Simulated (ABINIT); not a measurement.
Band structure of Sr (Fm-3m, 1 atom in the cell).

```xyz
1
Lattice="0.0000 2.9638 2.9638 2.9638 0.0000 2.9638 2.9638 2.9638 0.0000" Properties=species:S:1:pos:R:3 pbc="T T T"
Sr     0.0000     0.0000     0.0000
```

Method of the run: PBE, norm-conserving pseudopotentials (PseudoDojo nc-sr-05 PBE standard) (plane waves; ABINIT).

Settings: pseudos = [Sr.upf]; ecut = 68 Ry; occopt = 3; tsmear = 0.1 eV; ngkpt = 8 8 8; nshiftk = 1; shiftk = 0 0 0; potentials = PseudoDojo nc-sr-05 PBE standard; kptopt = 1; nstep = 60; tolvrs1 = 1e-12; ndtset = 2; getden2 = 1.

The starting cell comes from a database of computed structures (which also holds hypothetical and non-ambient phases and stackings), without a prior relaxation at this level. Its lattice was rescaled by a random factor within 2.5 % of one.

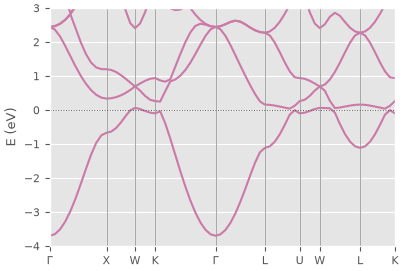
Fig. 1. Bands along the path, energies from the Fermi level.

Levels in eV from the Fermi level, bands 2 to 9:
| point | 2 | 3 | 4 | 5 | 6 | 7 | 8 | 9 |
|---|---|---|---|---|---|---|---|---|
| Γ | -18.34 | -18.34 | -18.34 | -3.70 | 2.44 | 2.44 | 2.44 | 4.00 |
| X | -18.56 | -18.43 | -18.43 | -0.67 | 0.34 | 1.20 | 5.12 | 5.44 |
| W | -18.50 | -18.50 | -18.43 | 0.06 | 0.69 | 0.69 | 2.41 | 5.44 |
| K | -18.53 | -18.48 | -18.41 | -0.10 | 0.26 | 0.94 | 3.58 | 4.13 |
| L | -18.58 | -18.37 | -18.37 | -1.12 | 0.16 | 2.27 | 2.27 | 5.11 |
| U | -18.53 | -18.48 | -18.41 | -0.10 | 0.26 | 0.94 | 3.58 | 4.13 |

Bands cross the Fermi level along this path, so the cell is metallic at this level.
